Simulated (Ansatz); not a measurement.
# Calculations on Ta₇Mo₉

Part 1: Relaxation

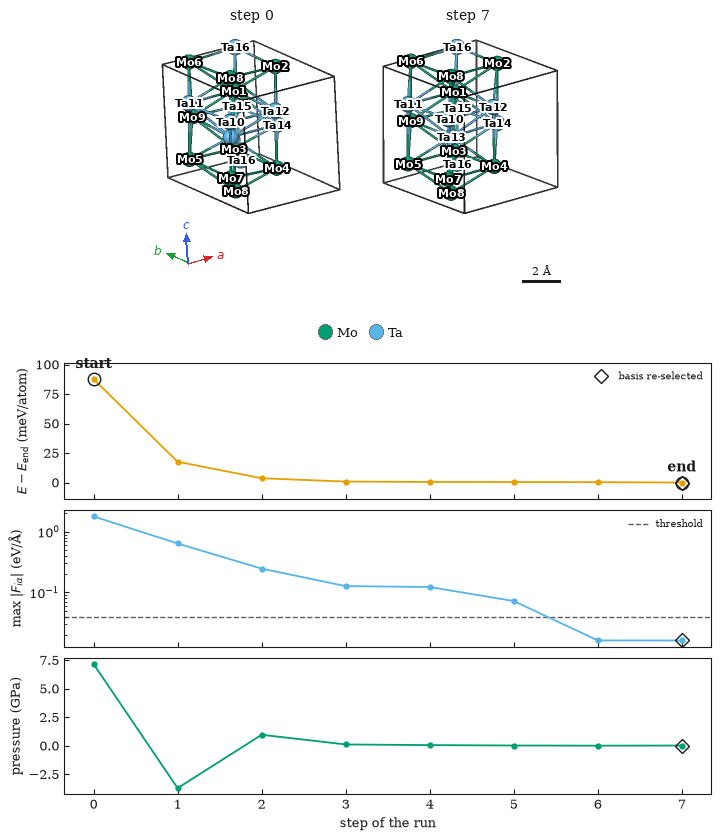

First and last geometry of a relaxation of an amorphous cell of composition Ta7Mo9 (coarse preliminary run), with the history of the run. A ball-and-stick model of the cell of the calculation, seen from a free direction.

Case: the quenched liquid.

Computed with DFT PBE, scalar-relativistic, plane waves, PAW in Ansatz.

The input:
```yaml
crystal:
  lattice:
    - [6.435762, 0.075348, -0.186572]
    - [0.075348, 6.546716, 0.232853]
    - [-0.186572, 0.232853, 6.296775]
  atoms:
    - { symbol: Mo, position: [0.5214434711, 0.7243955766, 0.7463476105] }
    - { symbol: Mo, position: [0.7763771403, 0.4804015726, 0.9844572911] }
    - { symbol: Mo, position: [0.5114922473, 0.7454866208, 0.2299588227] }
    - { symbol: Mo, position: [0.5241238203, 0.2285320969, 0.2184894953] }
    - { symbol: Mo, position: [0.0188955675, 0.7363976857, 0.2414842783] }
    - { symbol: Mo, position: [0.258562949, 0.9662719034, 0.978856456] }
    - { symbol: Mo, position: [0.0221088596, 0.2280980033, 0.2348337772] }
    - { symbol: Mo, position: [0.2737472046, 0.4686692806, 0.9938959023] }
    - { symbol: Mo, position: [0.2696409263, 0.9708840797, 0.4918126695] }
    - { symbol: Ta, position: [0.0484991332, 0.2369360679, 0.7227900692] }
    - { symbol: Ta, position: [0.0217744932, 0.7158865831, 0.7422307926] }
    - { symbol: Ta, position: [0.527845497, 0.2170958423, 0.7299161615] }
    - { symbol: Ta, position: [0.2605147296, 0.4820797659, 0.4680777081] }
    - { symbol: Ta, position: [0.7620063701, 0.4758392118, 0.4739568894] }
    - { symbol: Ta, position: [0.75252416, 0.969813319, 0.487051315] }
    - { symbol: Ta, position: [0.7689152654, 0.9674109464, 0.0022576669] }
  symmetry: { detect: false }
basis:
  ecutwfc: 420
kpoints:
  mp_grid: { grid: [2, 2, 2], shift: [0.5, 0.5, 0.5] }
hamiltonian:
  xc: pbe
scf:
  occupations: { method: gaussian, width: 0.1 }
  lower_state_search: "off"
output:
  forces: true
  stress: true
  eigenvalues: true
relax:
  adjacent_minimum: "off"
  f_tol: 0.04
  max_steps: 70
  cell: { stress_tol: 0.3 }
```

Run as
```bash
ansatz run input.yaml --threads 2 --pin off --max-ram 5120MiB --backend cpu --events-out ev --progress --plain --runs-dir out
```

Q: Did the run converge, and what did it change?

A: It converged. Ta10 moves most relative to the cell: 0.18 Å along [−2 −1 2]. Largest moves by element: Ta 0.18 Å, Mo 0.14 Å. The volume changes by +2.6 %, with a 6.439 → 6.459 Å (+0.3 %), b 6.551 → 6.447 Å (−1.6 %), c 6.304 → 6.521 Å (+3.4 %), α 85.9° → 90.2°, β 93.3° → 90.4°, γ 88.7° → 90.7°. Some distances before and after: Mo7–Ta10 3.076 → 3.337 Å, Mo4–Mo8 2.526 → 2.768 Å, Mo6–Mo9 3.073 → 3.312 Å, Mo1–Mo2 2.599 → 2.826 Å. The energy falls by 87.6 meV per atom in 6 accepted moves (7 points after the start). Largest force component: 1.8 eV/Å at the start, 0.016 eV/Å at the end. Pressure: 7.16 GPa at the start and 0.02 GPa at the end. The SCF was repeated once at an unchanged geometry on a basis and grid sized afresh for the cell, which shifted the energy by 0.3 meV per atom at most. The run took 97 s on 2 threads of Arm Neoverse V1, with other jobs on the host, peak memory 0.68 GiB.

Limits of the set-up: the k-point mesh is coarse for a cell with partly filled bands; the periodic images lie only 6.3 Å apart, so the values are limited by the cell's size.

Part 2: Dynamics

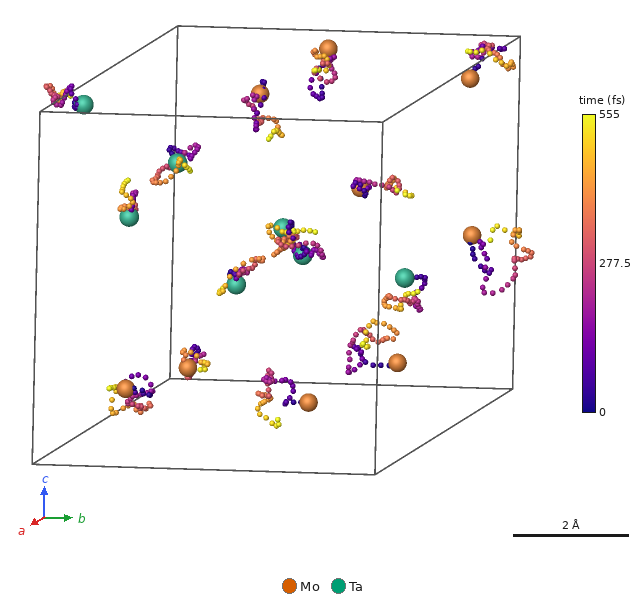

First-principles dynamics of an amorphous cell of composition Ta7Mo9 (16 atoms in the cell), 555 fs long. Dots mark each atom's position at evenly spaced times, coloured by time; spheres stand at the starting positions. Seen slightly off an axis in the simulation cell.

The calculation used Ansatz, DFT PBE, scalar-relativistic, plane waves, PAW. Settings: plane-wave cutoff 420 eV; k-point mesh 1 × 1 × 1; Fermi-Dirac smearing 0.384 eV; volume 0.96 times that of the relaxed crystal; set temperature 4450 K; time step 3 fs.

### How do the atoms move?

In the second half of the run the atoms are, in the root-mean-square, this far from where they began (common drift taken out): Mo 0.74 Å, Ta 0.55 Å. Against the typical shortest distance between atoms in the first frame, about 2.4 Å these are large excursions, but over 555 fs one can't yet tell strong vibration from the start of diffusion. Over the second half the temperature averages 4496 K (spread ±921 K). The potential energy in the second half lies on average 118 meV per atom above the first frame. The mean pressure there is 31.2 GPa.

Limits of the set-up: the k-point mesh is coarse for a cell with partly filled bands; the periodic images lie only 6.3 Å apart, so the values are limited by the cell's size.

Part 3: Dynamics

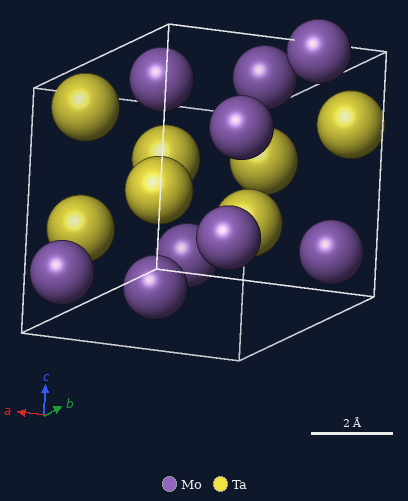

Starting frame of a dynamics run of an amorphous cell of composition Ta₇Mo₉ (16 atoms in the cell). It starts from the last geometry of an earlier run, with fresh velocities. A spheres-only model of the simulation cell, seen from a free direction.

The calculation used DFT PBE, scalar-relativistic, plane waves, PAW in Ansatz 0.2.0.

Input file:
```yaml
crystal:
  lattice:
    - [6.435762, 0.075348, -0.186572]
    - [0.075348, 6.546716, 0.232853]
    - [-0.186572, 0.232853, 6.296775]
  atoms:
    - { symbol: Mo, position: [0.5134716298, 0.7822616863, 0.6893605523] }
    - { symbol: Mo, position: [0.7369238676, 0.5288159927, 0.9272607645] }
    - { symbol: Mo, position: [0.554874838, 0.7948823124, 0.2319474719] }
    - { symbol: Mo, position: [0.5644408779, 0.2741023679, 0.164574334] }
    - { symbol: Mo, position: [0.0246536736, 0.6994390273, 0.2587703448] }
    - { symbol: Mo, position: [0.2994400415, 0.9845651137, 0.9721628226] }
    - { symbol: Mo, position: [0.9821357607, 0.2546676363, 0.1832732869] }
    - { symbol: Mo, position: [0.2787862834, 0.550927421, 0.9806733733] }
    - { symbol: Mo, position: [0.2730634242, 0.0214815171, 0.3937526173] }
    - { symbol: Ta, position: [0.0738572083, 0.2345292868, 0.7468089081] }
    - { symbol: Ta, position: [0.0101081861, 0.7756833352, 0.7598672643] }
    - { symbol: Ta, position: [0.5217443511, 0.2351002733, 0.703106772] }
    - { symbol: Ta, position: [0.2713585907, 0.4689427714, 0.4086903785] }
    - { symbol: Ta, position: [0.7146482567, 0.5150398138, 0.4808518617] }
    - { symbol: Ta, position: [0.772299929, 0.0311193808, 0.4422366336] }
    - { symbol: Ta, position: [0.7711312592, 0.0190248328, 0.9427353947] }
  symmetry: { detect: false }
basis:
  ecutwfc: 420
  xc_grid: 1
kpoints:
  mp_grid: { grid: [1, 1, 1], shift: [0.25, 0.25, 0.25] }
hamiltonian:
  xc: pbe
scf:
  occupations: { method: fermi_dirac, width: 0.1534 }
  lower_state_search: "off"
  convergence: { dr2_threshold: 1.0e-05 }
output:
  forces: true
  stress: true
md:
  timestep: 3.0
  n_steps: 145
  ensemble: nvt_langevin
  friction: 0.03
  temperature: 1780.0
  initial_velocities: maxwell_boltzmann
  seed: 74944
```

Launched with:
```bash
ansatz run input.yaml --threads 2 --pin off --max-ram 5120MiB --backend cpu --events-out ev --progress --plain --runs-dir out
```

What does the trajectory do?

Over the second half the temperature averages 1674 K (spread ±265 K). The potential energy in the second half lies on average 284 meV per atom below the first frame. The mean pressure there is 13.1 GPa. In the second half of the run the atoms are, in the root-mean-square, this far from where they began (common drift taken out): Mo 0.42 Å, Ta 0.37 Å. Against the typical shortest distance between atoms in the first frame, about 2.5 Å these are large excursions, but over 435 fs one can't yet tell strong vibration from the start of diffusion.

Along the run (each row but the first and the last is the mean over the interval that it begins):

```tsv
time (fs)	potential energy (meV/atom)	T (K)	p (GPa)
0.0	0.0	1669	19.3
72.0	-250.0	1965	14.2
144.0	-301.2	1663	12.3
216.0	-303.9	1597	12.5
288.0	-305.1	1626	12.7
360.0	-251.5	1766	13.9
432.0	-221.6	2425	14.8
```

The paths of the atoms:

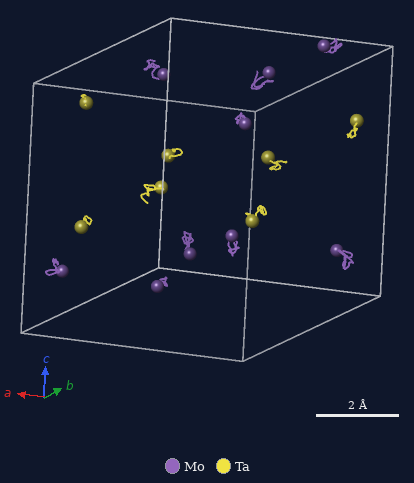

Limits of the set-up: the k-point mesh is coarse for a cell with partly filled bands; the periodic images lie only 6.3 Å apart, so the values are limited by the cell's size.

The run took 4.6 min on 2 threads of Arm Neoverse V1, on a shared host, peak memory 0.5 GiB.
